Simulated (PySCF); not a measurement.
# C$_{3}$H$_{8}$SSi (SMILES C=C[SiH2]SC): what the fields show

The calculation's input:

```
{"job": {"kind": "uv", "xc": "CAM-B3LYP", "basis": "def2-SVPD", "nstates": 8, "ntriplets": 3}, "charge": 0, "multiplicity": 1}
C     -2.048744    -0.247107     0.345146
C     -1.240058    -0.439523    -0.686233
Si     0.087475     0.765035    -1.259243
S      2.005475    -0.092736    -0.784546
C      1.816831    -0.278074     1.017558
H     -2.024437     0.661439     0.925553
H     -2.776249    -0.981077     0.657148
H     -1.311734    -1.377088    -1.226856
H     -0.017670     2.033891    -0.541072
H      0.128959     0.909604    -2.704878
H      1.730423     0.702353     1.475881
H      0.937402    -0.877241     1.233715
H      2.707938    -0.778990     1.379956
```

Launched as:

```sh
OMP_NUM_THREADS=1 python probes_run.py task.json out
```

Geometry: GFN2-xTB.

Method: CAM-B3LYP/def2-SVPD, SCF density, gas phase (PySCF 2.14.0).

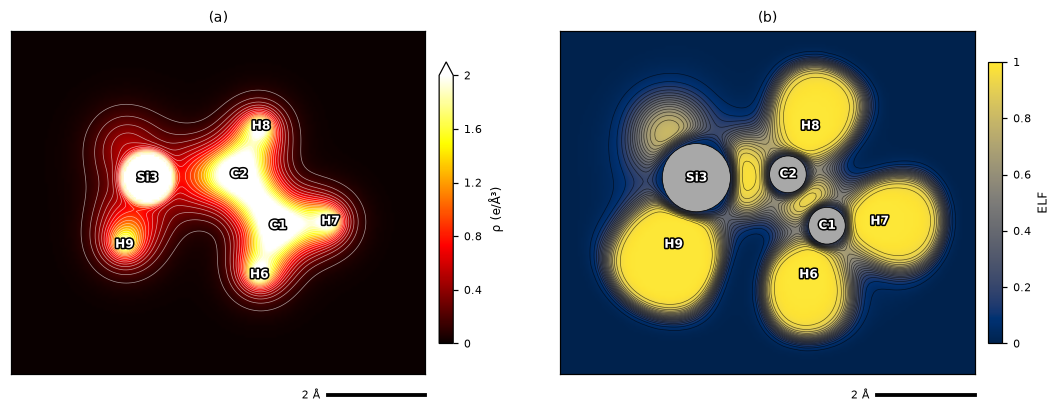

Figure 1. (a) electron density; (b) electron localisation function on the plane of atoms H6, C1 and H7. Grey discs cover the atomic cores in the ELF map.

> Describe what can be read from this map.

Atoms in the plane: C, Si and H.
C–C (1.32 Å): ρ is about 2.3 e/Å³ halfway; the ELF peaks at about 0.95 between the atoms; a short, multiple covalent bond.
C–Si (1.88 Å): ρ is about 0.96 e/Å³ halfway; the ELF peaks at about 1 between the atoms (localised, covalent bonding).
C–H (1.08 Å): ρ is about 2 e/Å³ halfway; the ELF climbs to about 1 towards the hydrogen, as it does in any bond to H; an ordinary covalent bond to hydrogen.
Si–H (1.46 Å): ρ at the midpoint is about 0.8 e/Å³; the ELF climbs to about 1 towards the hydrogen.

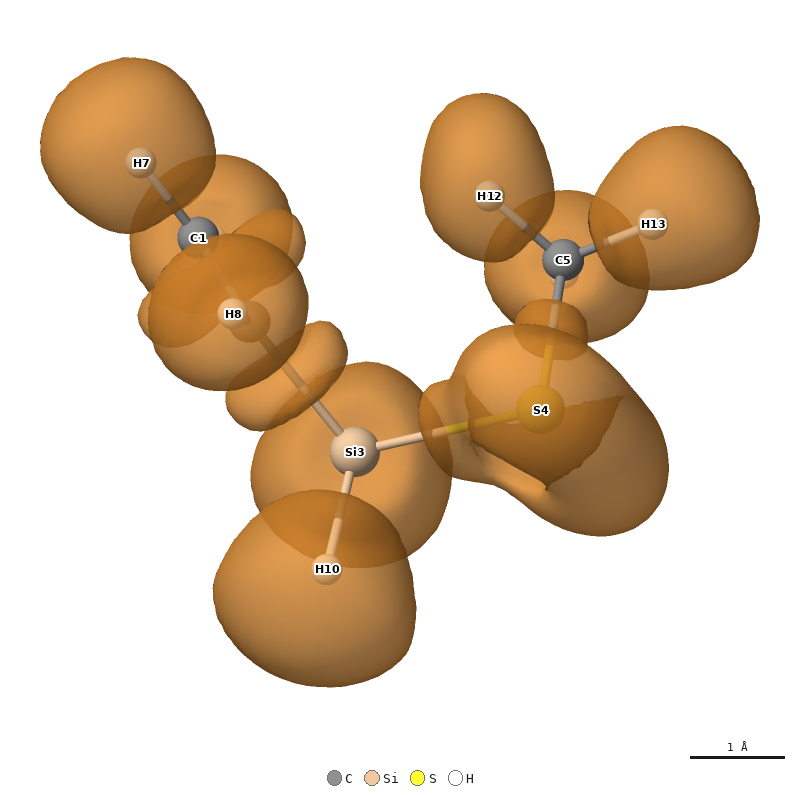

Figure 2. Isosurface of the ELF at 0.8 (orange), seen across its widest extent. Core shells and regions of very low density are left out.

> Where are the electrons localised?

The surface consists of one region between bonded C–C atoms (shared pairs), one region between bonded C–S atoms (shared pairs), one region between bonded C–Si atoms (shared pairs), eight regions around hydrogen nuclei and one region on S in which the atom's valence shell and bonds are merged. Along the contacts the grid gives the following. C–S (1.82 Å): the ELF peaks at about 0.90 between the atoms: localised, covalent bonding.

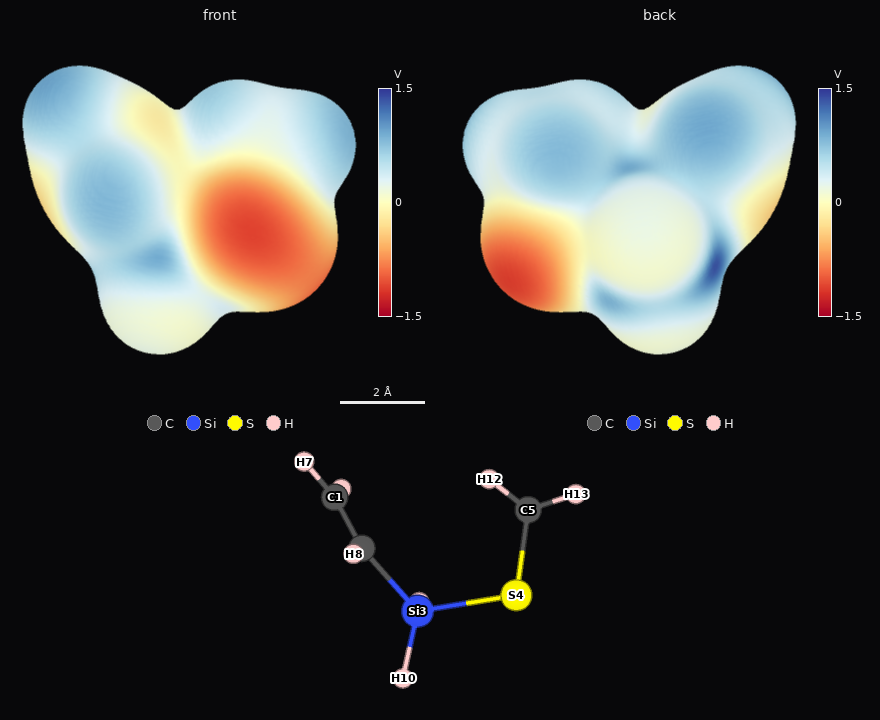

Figure 3. The molecular electrostatic potential painted on the density surface at 0.002 e/bohr³, seen from the front and from behind; red is negative and blue positive. The bare structure is drawn below in the same view.

> Which sites attract a positive test charge, and which a negative one?

A positive charge is drawn to the negative regions and a negative charge to the positive ones. The most negative region (about −1.1 V) lies over S4, the most positive (about +1.2 V) over Si3.
